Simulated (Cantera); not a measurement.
A closed system holds: 1 mol Cu, 1.6 mol CO, 140 mol H2, held at 750 °C.

Cantera equilibrium calculation (NASA polynomials, part measured and part estimated; ideal gas, pure solids and liquids). Candidate condensed phases: C, C6H6, C7H8, C8H18, Cu, CuO, Cu(OH)2, Cu2O, H2O; 113 gas species. Equilibrium is a limit: real reactors are often held back by kinetics, nucleation or transport.

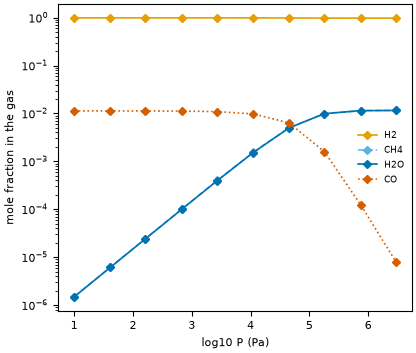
Figure. Equilibrium gas composition (values under 1e-9 drawn at 1e-9)

Task: Read off the mole fractions at 0.0750 Torr.

Result: H2 about 0.99, CO about 0.011, CH4 about 1.5e-6, H2O about 1.5e-6.
